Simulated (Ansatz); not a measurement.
Geometry relaxation, with input and output: WH₂OF₆ (part 2 of 2)

Continued. System: WH₂OF₆. Method: RKS PBE0-D4/def2-SVP (Ansatz 0.2.0). It belongs to a series of runs on one base structure; here: end point A relaxed.

Geometry of the input (Å):
```
W  -0.1483  -0.1134  -0.1485
F  -0.0859  -0.0422  1.6992
F  1.6744  -0.2534  -0.3417
F  -0.2398  1.7009  -0.3655
F  -1.9871  -0.1448  -0.0336
F  -0.2064  -1.9529  -0.0137
F  -0.3083  -0.2964  -1.9732
O  1.7656  1.7625  1.4986
H  2.6954  1.5113  1.5212
H  1.3923  1.3560  2.3100
```

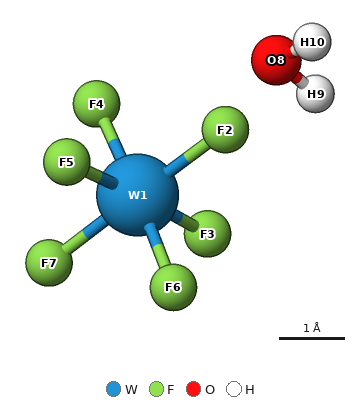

*The geometry at step 5 of the log (ball-and-stick view, seen at a tilt; atoms are numbered from 1 in the order of the input).*

The program's output, continued
```
relax step  10: F+E_penalty+E_count = -20181.71312394 eV  Δ(F+E_penalty+E_count) = -8.826e-5 eV  max|allowed force component| = 4.101e-2 eV/Å  Δτ_max = 0.0314 Å  (32 SCF iters, accepted)
these checks for a lower state are left out or cut short: starts, cluster_reference, orbital_swaps, neighbouring_geometries, increment
1436 factors; integrals over basis functions are off by at most 6.8e-4 eV
mean field -20181.53358751 eV, -741.6576798063 hartree, gradient 1.4e-5 eV, S^2 0.000000; 0 other end points of the search recorded, 0 dependent functions left out
the calculation of the forces begins
reference -20181.53364206 eV, -741.6576818108 hartree; 39, 39 occupied and 101, 101 virtual orbitals, 1436 factors
relax step  11: F+E_penalty+E_count = -20181.71315735 eV  Δ(F+E_penalty+E_count) = -3.341e-5 eV  max|allowed force component| = 7.079e-3 eV/Å  Δτ_max = 0.0034 Å  (26 SCF iters, accepted)
1436 factors; integrals over basis functions are off by at most 6.8e-4 eV
mean field evaluation 96: about -20180.8073 eV, gradient 1.6e1 eV
mean field -20181.53358751 eV, -741.6576798063 hartree, gradient 1.4e-5 eV, S^2 0.000000; 1 other end points of the search recorded, 0 dependent functions left out
the calculation of the forces begins
reference -20181.53364206 eV, -741.6576818108 hartree; 39, 39 occupied and 101, 101 virtual orbitals, 1436 factors
Total energy: -20181.71321190 eV, -741.6642808807 hartree
Atom 0 at    -0.233686    -0.174730    -0.201371 Å, force    -0.005024    -0.000931     0.006100 eV/Å
Atom 1 at    -0.203740    -0.089043     1.637031 Å, force     0.000685     0.000068    -0.003266 eV/Å
Atom 2 at     1.604024    -0.213106    -0.289636 Å, force     0.002134     0.000038    -0.000309 eV/Å
Atom 3 at    -0.293692     1.646884    -0.373969 Å, force     0.000203     0.000006    -0.000441 eV/Å
Atom 4 at    -2.074049    -0.214883    -0.148775 Å, force     0.000559     0.000111    -0.000530 eV/Å
Atom 5 at    -0.232967    -2.015419    -0.082220 Å, force     0.000063     0.000010    -0.000333 eV/Å
Atom 6 at    -0.306282    -0.335720    -2.034271 Å, force     0.000918     0.000324    -0.001400 eV/Å
Atom 7 at     1.877787     1.878372     1.651946 Å, force     0.004271    -0.001031    -0.002615 eV/Å
Atom 8 at     2.731991     1.480136     1.452231 Å, force    -0.007079     0.002335     0.004097 eV/Å
Atom 9 at     1.682515     1.565207     2.541734 Å, force     0.003270    -0.000931    -0.001303 eV/Å
Dipole moment:     0.316101    -0.092005     0.309155 e Å
```

Trajectory as extended XYZ (Å, eV, eV/Å), 11 frames, from step=1 to step=11
```
10
Properties=species:S:1:pos:R:3:forces:R:3 step=1 energy=-20181.65138
W    -0.1483   -0.1134   -0.1485   -0.0781  -0.1098  -0.0636
F    -0.0859   -0.0422    1.6992   -0.1039  -0.0867  -0.0432
F     1.6744   -0.2534   -0.3417    0.0079   0.0011  -0.0087
F    -0.2398    1.7009   -0.3655    0.0004   0.0279  -0.0017
F    -1.9871   -0.1448   -0.0336   -0.0276   0.0058  -0.0022
F    -0.2064   -1.9529   -0.0137   -0.0007  -0.0259  -0.0065
F    -0.3083   -0.2964   -1.9732   -0.0045  -0.0108  -0.0108
O     1.7656    1.7625    1.4986   -0.2263  -0.2491   0.7998
H     2.6954    1.5113    1.5212    0.0058   0.0065   0.0010
H     1.3923    1.3560    2.3100    0.4270   0.4410  -0.6641
10
Properties=species:S:1:pos:R:3:forces:R:3 step=2 energy=-20181.69510
W    -0.1933   -0.1521   -0.1921   -0.2259  -0.2423   0.0644
F    -0.1274   -0.0720    1.6553    0.0630   0.0478  -0.2038
F     1.6311   -0.2866   -0.3756    0.0027   0.1347   0.0924
F    -0.2734    1.6643   -0.4019    0.1110   0.0211   0.0630
F    -2.0328   -0.1780   -0.0800    0.0115   0.0161  -0.0032
F    -0.2534   -1.9919   -0.0571    0.0129   0.0131   0.0007
F    -0.3496   -0.3359   -2.0171    0.0084   0.0105  -0.0046
O     1.8507    1.8513    1.6134    0.0002  -0.1554   0.1846
H     2.7772    1.5826    1.5780   -0.1081   0.0238   0.0104
H     1.5227    1.4459    2.4297    0.1242   0.1306  -0.2040
10
Properties=species:S:1:pos:R:3:forces:R:3 step=3 energy=-20181.70513
W    -0.2209   -0.1748   -0.2122   -0.0580  -0.1420   0.1185
F    -0.1463   -0.0886    1.6300   -0.0021   0.0110  -0.1414
F     1.6089   -0.2735   -0.3671   -0.0476   0.0555   0.0220
F    -0.2810    1.6459   -0.3977    0.0481   0.0034   0.0249
F    -2.0604   -0.2023   -0.1097   -0.0110   0.0471   0.0180
F    -0.2711   -2.0150   -0.0866    0.0434   0.0022   0.0114
F    -0.3632   -0.3464   -2.0394    0.0296   0.0230  -0.0308
O     1.8777    1.8400    1.6279   -0.0256  -0.1576   0.4168
H     2.8095    1.5908    1.5939   -0.1021   0.0198  -0.0158
H     1.5987    1.5516    2.5136    0.1253   0.1377  -0.4237
10
Properties=species:S:1:pos:R:3:forces:R:3 step=4 energy=-20181.69014 accepted=F
W    -0.2295   -0.1916   -0.1985   -0.2451   0.4545  -0.9470
F    -0.1604   -0.0844    1.6120    0.0149  -0.0158   0.9787
F     1.5932   -0.2415   -0.3210    0.4382  -0.0584  -0.0113
F    -0.2504    1.6359   -0.3623   -0.0419  -0.0946  -0.0235
F    -2.0685   -0.1789   -0.1109   -0.0861  -0.0744  -0.0281
F    -0.2460   -2.0276   -0.0765   -0.0504  -0.1667   0.0027
F    -0.3236   -0.3285   -2.0348   -0.0630  -0.0601  -0.0009
O     1.8602    1.8589    1.6328   -0.0737   0.1904  -0.2670
H     2.7643    1.5590    1.5165    0.1611  -0.0645  -0.0081
H     1.6126    1.5262    2.4954   -0.0540  -0.1102   0.3045
10
Properties=species:S:1:pos:R:3:forces:R:3 step=5 energy=-20181.71129
W    -0.2296   -0.1839   -0.2112   -0.0502   0.0271  -0.0828
F    -0.1592   -0.0923    1.6249   -0.0036  -0.0064   0.0544
F     1.6018   -0.2550   -0.3455    0.0189   0.0079   0.0080
F    -0.2740    1.6392   -0.3838    0.0080  -0.0278   0.0058
F    -2.0699   -0.2002   -0.1177    0.0087   0.0063   0.0021
F    -0.2615   -2.0241   -0.0886    0.0122  -0.0014   0.0015
F    -0.3498   -0.3414   -2.0428    0.0053  -0.0028   0.0200
O     1.8807    1.8608    1.6391    0.1077  -0.0393   0.0108
H     2.7954    1.5621    1.5612   -0.1158   0.0293   0.0017
H     1.6179    1.5625    2.5171    0.0088   0.0073  -0.0216
10
Properties=species:S:1:pos:R:3:forces:R:3 step=6 energy=-20181.71209
W    -0.2271   -0.1802   -0.2058   -0.0688   0.0400  -0.0507
F    -0.1690   -0.0916    1.6312    0.0005  -0.0110   0.0410
F     1.6060   -0.2413   -0.3259    0.0432   0.0045   0.0079
F    -0.2732    1.6427   -0.3752    0.0010  -0.0186  -0.0050
F    -2.0675   -0.1999   -0.1232    0.0104  -0.0037  -0.0037
F    -0.2490   -2.0206   -0.0852    0.0036  -0.0040  -0.0016
F    -0.3329   -0.3361   -2.0380    0.0010  -0.0055   0.0150
O     1.8723    1.8731    1.6415    0.1539  -0.0750   0.0113
H     2.7627    1.5202    1.5124   -0.1588   0.0600   0.0220
H     1.6297    1.5613    2.5209    0.0140   0.0133  -0.0361
10
Properties=species:S:1:pos:R:3:forces:R:3 step=7 energy=-20181.71209 accepted=F
W    -0.2368   -0.1732   -0.2012    0.2128  -0.1179   0.0608
F    -0.2016   -0.0899    1.6394   -0.0112   0.0116  -0.0627
F     1.6044   -0.2196   -0.2940   -0.1553   0.0042  -0.0035
F    -0.2927    1.6466   -0.3725   -0.0118   0.0676  -0.0017
F    -2.0762   -0.2163   -0.1480   -0.0223   0.0141   0.0113
F    -0.2368   -2.0144   -0.0815   -0.0056   0.0101   0.0002
F    -0.3128   -0.3351   -2.0335    0.0019   0.0070  -0.0105
O     1.8832    1.8693    1.6415   -0.0911   0.0604  -0.0109
H     2.7596    1.5085    1.4796    0.0736  -0.0442  -0.0092
H     1.6616    1.5518    2.5229    0.0090  -0.0129   0.0263
10
Properties=species:S:1:pos:R:3:forces:R:3 step=8 energy=-20181.71281
W    -0.2306   -0.1783   -0.2051   -0.0002  -0.0044  -0.0079
F    -0.1801   -0.0917    1.6331   -0.0003  -0.0019   0.0052
F     1.6049   -0.2329   -0.3157   -0.0007   0.0074   0.0073
F    -0.2806    1.6437   -0.3758   -0.0004   0.0022  -0.0017
F    -2.0707   -0.2057   -0.1317   -0.0019   0.0008  -0.0002
F    -0.2442   -2.0190   -0.0849    0.0006   0.0011  -0.0014
F    -0.3263   -0.3369   -2.0372    0.0005  -0.0019   0.0018
O     1.8781    1.8763    1.6457    0.0087  -0.0060   0.0001
H     2.7567    1.5095    1.4982   -0.0137   0.0013   0.0029
H     1.6446    1.5629    2.5263    0.0073   0.0013  -0.0061
10
Properties=species:S:1:pos:R:3:forces:R:3 step=9 energy=-20181.71304
W    -0.2335   -0.1756   -0.2032    0.0248  -0.0096   0.0222
F    -0.1952   -0.0890    1.6356   -0.0059  -0.0016  -0.0133
F     1.6037   -0.2173   -0.2989   -0.0148  -0.0036  -0.0055
F    -0.2912    1.6459   -0.3753   -0.0030   0.0087  -0.0019
F    -2.0737   -0.2129   -0.1424   -0.0024   0.0011   0.0007
F    -0.2357   -2.0163   -0.0829   -0.0003   0.0020  -0.0013
F    -0.3149   -0.3367   -2.0357    0.0018   0.0001  -0.0022
O     1.8790    1.8722    1.6460    0.0241  -0.0071   0.0030
H     2.7478    1.4913    1.4752   -0.0337   0.0091   0.0093
H     1.6655    1.5661    2.5343    0.0094   0.0009  -0.0111
10
Properties=species:S:1:pos:R:3:forces:R:3 step=10 energy=-20181.71312
W    -0.2330   -0.1744   -0.2015   -0.0149  -0.0034   0.0139
F    -0.2024   -0.0884    1.6372    0.0021  -0.0015  -0.0123
F     1.6046   -0.2127   -0.2910    0.0044   0.0007   0.0009
F    -0.2935    1.6472   -0.3741    0.0009  -0.0002  -0.0016
F    -2.0735   -0.2146   -0.1474    0.0051  -0.0002  -0.0020
F    -0.2322   -2.0151   -0.0820    0.0004   0.0028   0.0001
F    -0.3070   -0.3359   -2.0343    0.0008   0.0014   0.0011
O     1.8778    1.8789    1.6517    0.0335  -0.0198   0.0000
H     2.7312    1.4769    1.4527   -0.0410   0.0177   0.0150
H     1.6798    1.5660    2.5413    0.0088   0.0025  -0.0151
10
Properties=species:S:1:pos:R:3:forces:R:3 step=11 energy=-20181.71316
W    -0.2337   -0.1747   -0.2014   -0.0050  -0.0009   0.0061
F    -0.2037   -0.0890    1.6370    0.0007   0.0001  -0.0033
F     1.6040   -0.2131   -0.2896    0.0021   0.0000  -0.0003
F    -0.2937    1.6469   -0.3740    0.0002   0.0000  -0.0004
F    -2.0740   -0.2149   -0.1488    0.0006   0.0001  -0.0005
F    -0.2330   -2.0154   -0.0822    0.0001   0.0000  -0.0003
F    -0.3063   -0.3357   -2.0343    0.0009   0.0003  -0.0014
O     1.8778    1.8784    1.6519    0.0043  -0.0010  -0.0026
H     2.7320    1.4801    1.4522   -0.0071   0.0023   0.0041
H     1.6825    1.5652    2.5417    0.0033  -0.0009  -0.0013
```

Results in brief

- outcome: converged
- total energy: −20181.7132 eV
- mean-field energy: −20181.5336 eV
- largest force (length of the vector) at the end: 0.009 eV/Å
- hardware: 4 threads of Arm Neoverse V1, 24 GiB of memory available, shared host
- wall time: 37 s (CPU time 2.3 min)
- peak memory: 0.43 GiB
